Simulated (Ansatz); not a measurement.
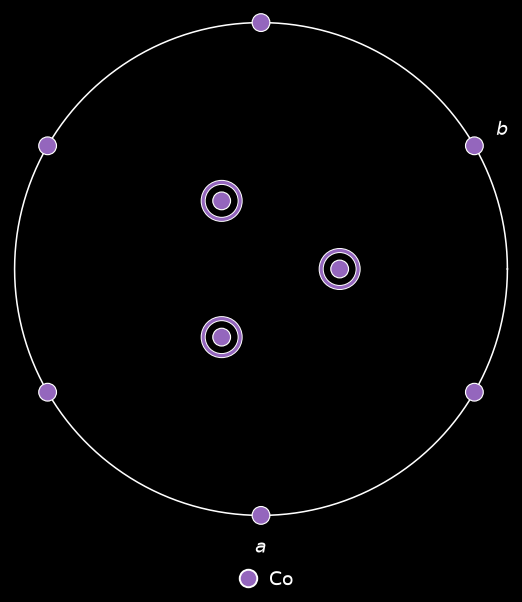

Crystal: Co, a calculation's input that goes back to an entry of the Crystallography Open Database (an earlier step may have relaxed or displaced it). Directions from one cobalt atom at (1/3, 2/3, 1/4) to its bonded neighbours, in stereographic projection down c (filled: above the plane of the page or in it, open: below). The drawing is computed from the coordinates (standard cell, symmetry found to 0.002 Å).

Neighbours are counted up to 2.81 Å for Co.

```yaml
crystal:
  lattice:
    - [2.51900, 0.00000, 0.00000]
    - [-1.25950, 2.18152, 0.00000]
    - [0.00000, 0.00000, 4.09100]
  atoms:
    - { symbol: Co, position: [0.33333, 0.66667, 0.25000] }
    - { symbol: Co, position: [0.66667, 0.33333, 0.75000] }
```

Q: How many neighbours are there, and at what angles?

A: 12: 6 Co at 2.51 Å, 6 Co at 2.52 Å. Angles between bonds: 60° (24×), 90° (12×), 109° (3×), 120° (18×), 146° (6×), 180° (3×).

Q: What is the site's symmetry in the crystal?

A: Point group -6m2 (D3h), order 12: one −6 axis, three twofold axes, four mirror planes. In P6_3/mmc, No. 194 this is Wyckoff position 2c.
